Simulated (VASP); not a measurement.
Band structure of IrO₂ (space group P4_2/mnm). Level of theory: PBEsol GGA, VASP's PBE PAW potentials (set 64) (plane waves; VASP).

Unless said otherwise, spin-orbit coupling is left out, though it shifts the bands of the heavy elements here.

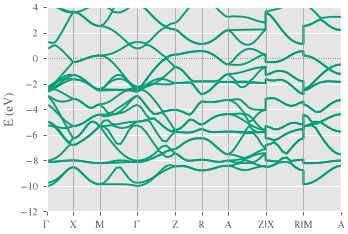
Figure. Bands along high-symmetry lines, zero at the valence-band maximum or, without a gap, the Fermi level

Q: Read the plot: is there a gap, and where are the band edges?

A: It has no gap at this level: it comes out as a metal or semimetal. (Edges off the drawn lines would not show.)

The structure comes from a measured IrO2 entry (P4_2/mnm) of the Crystallography Open Database, whose conditions weren't checked. It was relaxed first.
